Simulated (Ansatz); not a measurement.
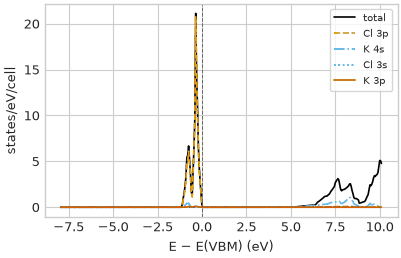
Total and projected density of states of KCl (rock salt, Fm-3m), DFT-PBEsol in the program Ansatz with PAW potentials

Question: Which orbitals carry the states next to the gap?

Answer: Top 1 eV of the valence band: Cl 3p 96 %. Bottom 1 eV of the conduction band: K 4s 77 %, Cl 3s 15 %. Projections are on Löwdin-orthogonalised atomic valence shells; empty p or d shells of many metals are not among them.

Question: Where is the tallest occupied peak in this window, and what makes it?

Answer: Near -0.3 eV, about 21 states/eV per cell; the largest projected share is Cl 3p.

The cell was relaxed with PBEsol under the symmetry of its start.

Potentials: the later of the program's two PAW sets.
